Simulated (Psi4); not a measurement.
**Geometry relaxation of CH3NSn (part 4 of 4)**

Continued. System: CH3NSn, SMILES N#[C][SnH3]. Method: BP86/def2-SVP, RKS, core potentials def2 (Psi4 1.11). The geometry comes from this level: PBE0-D4/def2-TZVP.

Geometry of the input (Å):
```
N  2.0570  -0.9247  1.3107
C  1.1496  -0.5181  0.7285
Sn -0.5139  0.2216  -0.3428
H  -0.1450  1.8301  -0.7314
H  -0.6637  -0.7637  -1.7143
H  -1.8419  0.0907  0.7030
```

## Standard output
```
Optimizer: Optimization complete!
E = -308.953638252
6
0 1 CH3NSn
N                     2.236099352144    -0.996537588599     1.438612233853
C                     1.310975662843    -0.582959626243     0.844298037406
Sn                   -0.373466981799     0.166323974040    -0.240352472751
H                    -0.001352692205     1.794979016587    -0.634351580259
H                    -0.526808321499    -0.829927003869    -1.629651258421
H                    -1.718716407754     0.034619966870     0.817542067678
```

## Trajectory as extended XYZ (Å, eV, eV/Å), 4 frames, from step=0 to step=3
```
6
Properties=species:S:1:pos:R:3:forces:R:3 step=0 energy=-8407.01316
N     2.0570   -0.9247    1.3107    2.1341  -0.9539   1.3709
C     1.1496   -0.5181    0.7285   -1.8395   0.8219  -1.1819
Sn   -0.5139    0.2216   -0.3428   -0.0833   0.0380  -0.0522
H    -0.1450    1.8301   -0.7314    0.0543   0.2754  -0.0709
H    -0.6637   -0.7637   -1.7143   -0.0334  -0.1626  -0.2379
H    -1.8419    0.0907    0.7030   -0.2325  -0.0179   0.1714
6
Properties=species:S:1:pos:R:3:forces:R:3 step=1 energy=-8407.05565
N     2.0933   -0.9405    1.3342    0.1462  -0.0636   0.0951
C     1.1694   -0.5270    0.7411   -0.2100   0.0910  -0.1367
Sn   -0.5197    0.2242   -0.3466   -0.0018   0.0012  -0.0007
H    -0.1481    1.8590   -0.7431   -0.0141  -0.0786   0.0213
H    -0.6750   -0.7749   -1.7415    0.0108   0.0460   0.0686
H    -1.8714    0.0928    0.7136    0.0680   0.0046  -0.0475
6
Properties=species:S:1:pos:R:3:forces:R:3 step=2 energy=-8407.05683
N     2.0907   -0.9392    1.3328   -0.0265   0.0135  -0.0159
C     1.1653   -0.5253    0.7385    0.0269  -0.0144   0.0155
Sn   -0.5191    0.2239   -0.3462    0.0008   0.0004   0.0010
H    -0.1475    1.8521   -0.7403    0.0022   0.0063  -0.0010
H    -0.6727   -0.7719   -1.7352    0.0003  -0.0042  -0.0050
H    -1.8643    0.0924    0.7110   -0.0044  -0.0009   0.0052
6
Properties=species:S:1:pos:R:3:forces:R:3 step=3 energy=-8407.05678
N     2.0905   -0.9390    1.3328   -0.0015   0.0021   0.0001
C     1.1653   -0.5254    0.7385    0.0024  -0.0029  -0.0001
Sn   -0.5191    0.2239   -0.3462   -0.0024   0.0017  -0.0009
H    -0.1470    1.8525   -0.7402    0.0006  -0.0007   0.0009
H    -0.6724   -0.7724   -1.7355    0.0002   0.0002   0.0005
H    -1.8644    0.0922    0.7117    0.0007   0.0001   0.0003
```

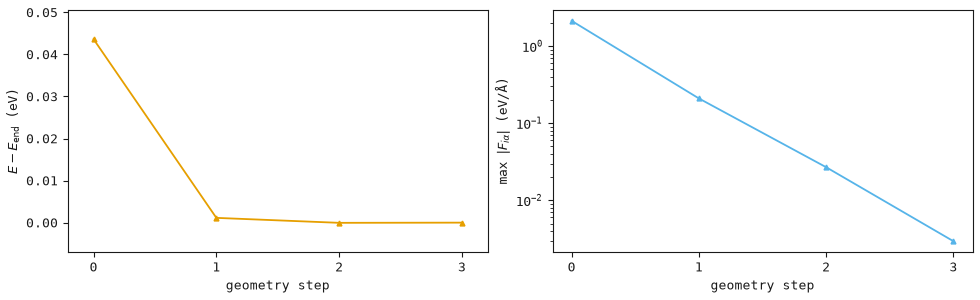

Progress of the relaxation, step by step (steps are counted from 0).

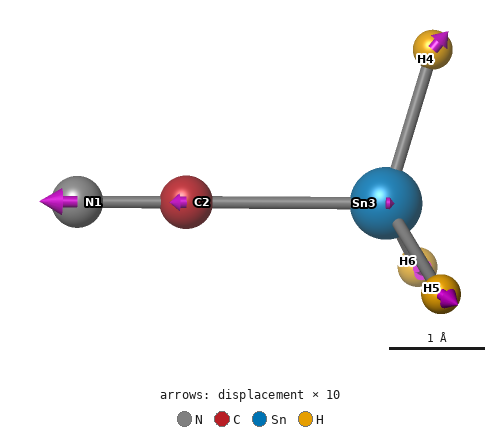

The starting structure with the displacements as pink arrows, magnified 10 times (ball-and-stick view, seen at a tilt). The two geometries are laid on each other by the best rigid fit. The energy falls by 0.044 eV in 3 geometry steps. Largest force component: 2.1 eV/Å at the start, 0.0029 eV/Å at the end. N1 moves most after the best rigid fit: 0.040 Å. By element the largest moves are N 0.040 Å, H 0.026 Å, C 0.018 Å, Sn 0.009 Å. Among the contacts that change: C2–Sn3 2.112 → 2.139 Å, N1–C2 1.152 → 1.175 Å, Sn3–H4 1.695 → 1.716 Å. (Atoms are counted from 1 in the order of the input.)

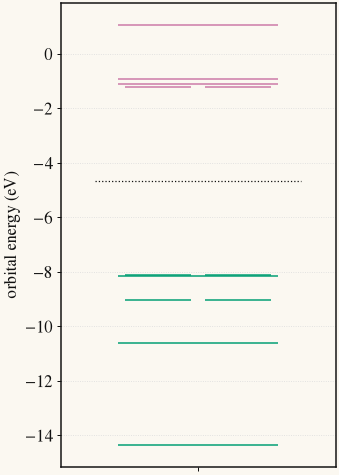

Orbital energies near the frontier; the dotted line parts filled from empty levels, and levels within 0.02 eV of each other stand side by side. Highest filled −8.10 eV, lowest empty −1.22 eV, 6.88 eV apart.
